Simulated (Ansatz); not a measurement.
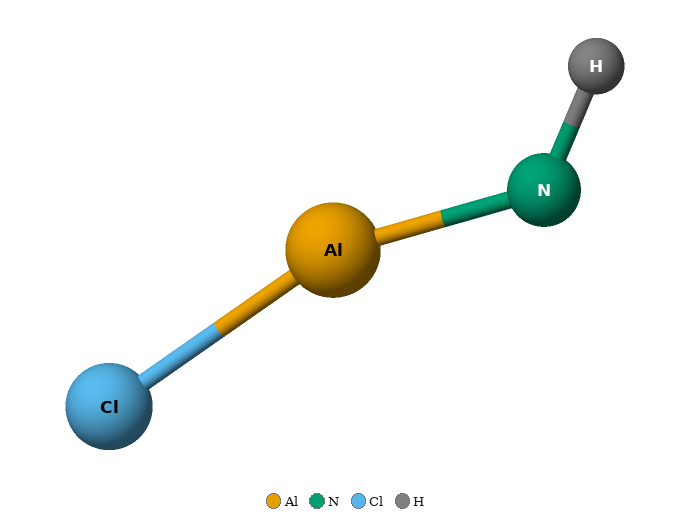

Sticks follow a distance rule. Harmonic vibrations computed with RKS PBE0-D4/def2-TZVP (Ansatz 0.2.0) at a stationary point of the same level.

Minimum or transition state?

A minimum: no imaginary frequency, and the lowest mode lies at 170 cm⁻¹.

How many vibrational modes are there, and where do they lie?

6 modes: 170, 277, 443, 514, 1073, 3659 cm⁻¹.
